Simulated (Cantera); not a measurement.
A closed system holds: 1 mol K₂CO₃, 0.94 mol CO₂, 0.081 mol H₂, at 100000 Pa.

Method: chemical equilibrium by Gibbs-energy minimisation in Cantera with the NASA 1993 tables (ideal gas, pure condensed phases). Candidate condensed phases: C, C₆H₆, C₇H₈, C₈H₁₈, H₂O, K, KOH, KO₂, K₂CO₃, K₂O, K₂O₂; 116 gas species. Rates play no part.

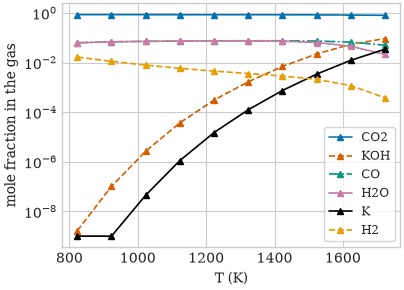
*Equilibrium gas composition (values under 1e-9 drawn at 1e-9)*

From 823 K to 1123 K the condensed part is K₂CO₃(s). From 1223 K to 1723 K the condensed part is K₂CO₃(l).
